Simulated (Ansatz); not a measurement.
## W under a change: x(Os) = 0.5, 4 atoms, P2_1/m

The parent structure is W in the bcc (W type) structure (space group Im-3m, No. 229; a = 3.169 Å).

The other end (x = 1) is Os in the bcc (W type) structure (space group Im-3m, No. 229; a hypothetical phase, not in the database extracts checked): 14.47 Å³/atom, gap zero; this end may not be an ambient phase.

Now apply this change: a fraction x = 0.5 of the W sites is given to Os, ordered in a cell of 4 atoms (starting symmetry P2_1/m) and fully relaxed.

Calculations: Ansatz (a first-principles code) r2SCAN, no spin-orbit coupling. Γ-centred 17×12×9 mesh, Fermi–Dirac width 0.05 eV, for the changed cell.

The volume per atom drops by 0.84 Å³ to 15.08 Å³ and the density increases by 1.42 g/cm³ (19.18 g/cm³ → 20.60 g/cm³). The shortest interatomic distance decreases by 0.0212 Å (2.745 Å → 2.723 Å) and the band gap remains zero. The mixing energy is -0.26 eV/atom (to 0.01 eV only: unlike meshes or grids) (against an end that may be hypothetical) and the deviation of the volume from the linear (Vegard-type) interpolation is -0.8 %.

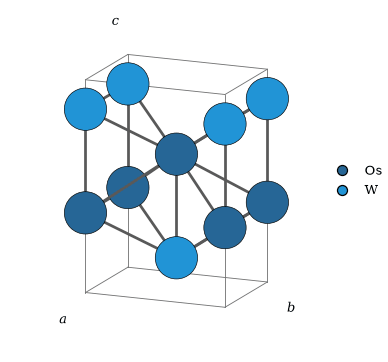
*The relaxed conventional cell after the change*

Cost of the whole job for the changed cell (relaxation, final SCF and bands): very roughly 25 core-minutes.

These are small ordered cells, not random alloys; other orderings at the same x differ. Stability against distortions was not tested. The final runs are not spin-polarised. Under x(Os) = 0.5, 4 atoms, P2_1/m the cell changed shape so far that it is another structure.
